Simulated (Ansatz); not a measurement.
# BN+ (doublet): inputs that go wrong at distance B1–N2 = 1.966 Å

3 inputs are run for BN+ (doublet) as typed; the log has to tell whether the result can be used and what must change.

The runs use Ansatz 0.2.0, Gaussian basis; the settings change from run to run.

24 further runs of the same task are left out: 20 that didn't finish, 4 set aside as unsound or not needed.

### Step 1. The system

The geometry derives from a PBE0/def2-TZVP stationary point (not a proven minimum). One bond is set to the value named and the two fragments are kept rigid.

2 atoms, charge 1, spin multiplicity 2.

Atoms are counted from 1 here; the program's logs count them from 0.

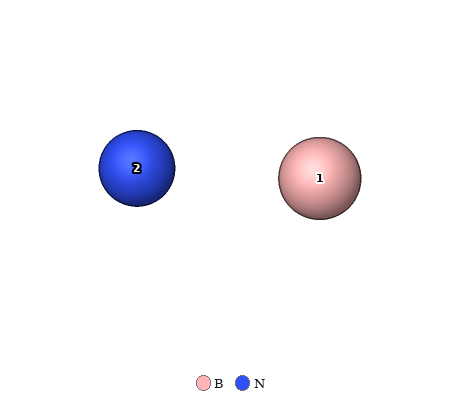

The geometry (boron pink, nitrogen blue); atoms are numbered from 1 in the order of the file.

Coordinates:

```tsv
atom	x (Å)	y (Å)	z (Å)
B1	0.0000	0.0000	0.0000
N2	0.0000	0.0000	1.9660
```

### Step 2. Attempt 1

in.yaml reads:

```yaml
crystal:
  periodic: [false, false, false]
  atoms:
    - {symbol: B, position_ang: [0.000000, 0.000000, 0.000000]}
    - {symbol: N, position_ang: [0.000000, 0.000000, 1.966000]}
basis:
  gaussian: {orbitals: def2-mTZVP}
total_charge: 1
magnetization: {spin_polarized: false, initial_magnetization: 1}
hamiltonian: {xc: pbe0}
correlation: {active_space: {window: {electrons: 3, orbitals: 3}}}
```

Command:

```
$ ansatz run in.yaml --threads 1 --pin off --events-out ev --progress --plain --max-ram 2393MiB
```

Standard output:

```text
Error: invalid value for `correlation.active_space`: it starts from restricted Hartree–Fock orbitals; set hamiltonian.xc: hf without magnetization.spin_polarized
```

Run time: 0.03 s. Hardware: 1 thread of Arm Neoverse V1, shared host.

What is wrong: The run was refused. An active space is asked on a functional's orbitals. Cure: start from Hartree-Fock.

### Step 3. Attempt 2

in.yaml reads:

```yaml
crystal:
  periodic: [false, false, false]
  atoms:
    - {symbol: B, position_ang: [0.000000, 0.000000, 0.000000]}
    - {symbol: N, position_ang: [0.000000, 0.000000, 1.966000]}
basis:
  gaussian: {orbitals: cc-pVDZ}
total_charge: 1
magnetization: {spin_polarized: false, initial_magnetization: 1}
hamiltonian: {xc: r2scan}
correlation: {active_space: {window: {electrons: 3, orbitals: 3}}}
```

Launched as before.

Standard output:

```text
Error: invalid value for `correlation.active_space`: it starts from restricted Hartree–Fock orbitals; set hamiltonian.xc: hf without magnetization.spin_polarized
```

Run time: 0.03 s. Hardware: 1 thread of Arm Neoverse V1, shared host.

**Diagnosis.** The run was refused. An active space is asked on a functional's orbitals. Cure: start from Hartree-Fock.

### Step 4. Attempt 3

in.yaml reads:

```yaml
crystal:
  periodic: [false, false, false]
  atoms:
    - {symbol: B, position_ang: [0.000000, 0.000000, 0.000000]}
    - {symbol: N, position_ang: [0.000000, 0.000000, 1.966000]}
basis:
  gaussian: {orbitals: def2-SVP}
total_charge: 1
magnetization: {spin_polarized: false, initial_magnetization: 1}
correlation: {method: sc_nevpt2, electrons: outside_noble_gas, active_space: {window: {electrons: 3, orbitals: 3}, states: [{multiplicity: 2, weights: [1, 1]}], root: 5}}
scf: {lower_state_search: light}
```

The command is unchanged.

Standard output:

```text
Error: the active space averages no state 5, counted from zero
```

It took 0.03 s on 1 thread of Arm Neoverse V1, shared host.

Diagnosis: The run was refused. The root asked for lies beyond the states averaged. Fix: average more states or name a lower root.

### Step 5. Summary

```tsv
attempt	level	ended	cause	time
1	CASSCF(3,3)/def2-mTZVP	refused	an active space is asked on a functional's orbitals	0.03 s
2	CASSCF(3,3)/cc-pVDZ	refused	an active space is asked on a functional's orbitals	0.03 s
3	NEVPT2(3,3)/def2-SVP	refused	the root asked for lies beyond the states averaged	0.03 s
```

3 refused.
